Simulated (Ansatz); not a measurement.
# Liquid 52SiO2-48Li2O (mol %): a series in temperature

How do cells made at different temperatures differ in energy, pressure, forces, levels, charges and cost?

Computed with Ansatz 0.2.0: Kohn-Sham DFT, PBE, PAW (set soft_2). Every run is a single point, with the atoms held where the recipe put them (cutoff of the plane-wave runs 420 eV, fixed occupations).

First member: 69 atoms (12 Si, 22 Li, 35 O) placed at random at 2.33 g/cm³, melted at 4000 K for 10 ps at fixed volume with the Morse and Coulomb pair potential with partial charges (Pedone, Malavasi, Menziani, Cormack and Segre, J. Phys. Chem. B 110, 11780 (2006)). Snapshot at the end of a hold of 10 ps at 2550 K and fixed volume.

Last member: 69 atoms (12 Si, 22 Li, 35 O) placed at random at 2.33 g/cm³, melted at 4000 K for 10 ps at fixed volume with the Morse and Coulomb pair potential with partial charges (Pedone, Malavasi, Menziani, Cormack and Segre, J. Phys. Chem. B 110, 11780 (2006)). Snapshot at the end of a hold of 10 ps at 3600 K and fixed volume.

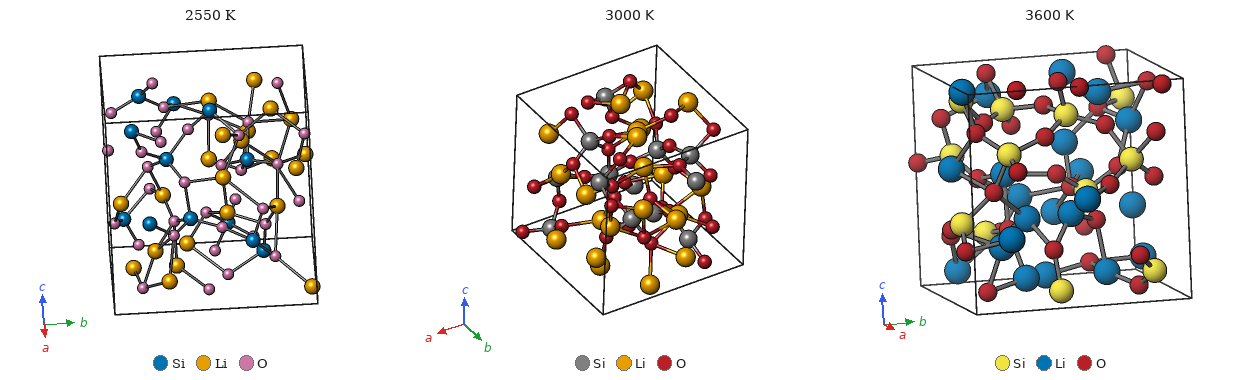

Three members of the series, labelled by temperature. Bonds to atoms that aren't drawn are left out. Some periodic images of atoms are drawn too.

The members:

```csv
temperature (K),reduced formula,atoms,valence electrons,k-mesh,basis,density (g/cm³)
2550,Li22Si12O35,69,324,1×1×1,plane waves,2.33
2790,Li22Si12O35,69,324,1×1×1,plane waves,2.33
3000,Li22Si12O35,69,324,1×1×1,plane waves,2.33
3300,Li22Si12O35,69,324,1×1×1,plane waves,2.33
3600,Li22Si12O35,69,324,1×1×1,plane waves,2.33
```

Each cell is one sample from a classical run, so sample-to-sample scatter enters every column; pressures lack the kinetic term.

The input of the first member, without its atom lines; other members have their own cell and atoms, and may differ in mesh, basis and outputs:

```yaml
crystal:
  lattice:
    - [9.0778, 0.0, 0.0]
    - [0.0, 9.0778, 0.0]
    - [0.0, 0.0, 9.0778]
  atoms:
    [... 69 lines ...]
kpoints:
  mp_grid: { grid: [1, 1, 1] }
hamiltonian:
  xc: pbe
scf:
  occupations: { method: fixed }
output:
  forces: true
  stress: true
  populations: true
  dos:
    method: { smearing: { sigma: 0.08 } }
    de: 0.1
    projected: { site_lists: { Li: [Li], O: [O], Si: [Si] } }
  eigenvalues: true
  write_density: true
  write_potential: true
  volumetric_format: npy
```

Results; charges are mean Löwdin charges in e:

```csv
temperature (K),energy less the first member's (meV/atom),pressure (GPa),r.m.s. force (eV/Å),gap (eV),q(Si),q(O),q(Li)
2550,0.0,12.5,3.24,1.70,+1.61,-0.92,+0.78
2790,170.5,14.5,3.42,2.08,+1.61,-0.91,+0.77
3000,45.4,9.09,2.80,0.952,+1.61,-0.92,+0.77
3300,35.4,8.30,2.74,1.26,+1.56,-0.91,+0.78
3600,227.9,10.0,3.80,0.430,+1.60,-0.91,+0.77
```

The gap is that between the highest filled and lowest empty Kohn-Sham level on the run's k-points; tail or defect levels can set it, and semilocal functionals tend to put gaps under measured ones. The projection misses up to 0.063 e an atom, so the charges add up to more than the cell's charge.

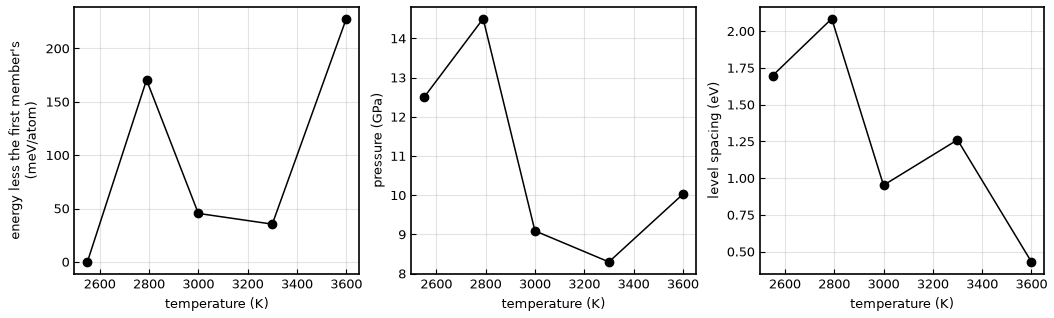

Results against temperature.

Cost on 8 threads of Arm Neoverse V2, shared host:

```csv
temperature (K),atoms,basis,k-mesh,SCF cycles,time,host memory (GiB)
2550,69,plane waves,1×1×1,11,5.1 s,0.87
2790,69,plane waves,1×1×1,10,4 s,0.87
3000,69,plane waves,1×1×1,10,4.1 s,0.88
3300,69,plane waves,1×1×1,10,4 s,0.87
3600,69,plane waves,1×1×1,11,4.4 s,0.87
```

Times include the outputs that each run asked for, on hosts shared with other jobs.

The energy against the first member is lowest at 2550 K (0.0 meV/atom) and highest at 3600 K (227.9 meV/atom); each member is a single configuration. The gap is lowest at 3600 K (0.43 eV) and highest at 2790 K (2.08 eV); in single samples it varies with the configuration. The mean charge on Si lies between +1.56 and +1.61 e, with no steady trend. The pressure is lowest at 3300 K (8.3 GPa) and highest at 2790 K (15 GPa). The r.m.s. force is lowest at 3300 K (2.7 eV/Å) and highest at 3600 K (3.8 eV/Å), with no steady trend.

Caveats: The network of bonds at the start is that of the classical potential that made the cell, and needn't be the one that DFT or experiment would give. The cells aren't relaxed by DFT, which could reorder their energies.

[Logs are printed without paths, hosts, clocks, repeated set-up lines and the standing remarks that a program may print on its own settings, such as how far it seeks lower states.]

[Hosts, paths, dates, database ids (printed as entryN), source tags and the programs' standing remarks are cut or masked in the printed files.]
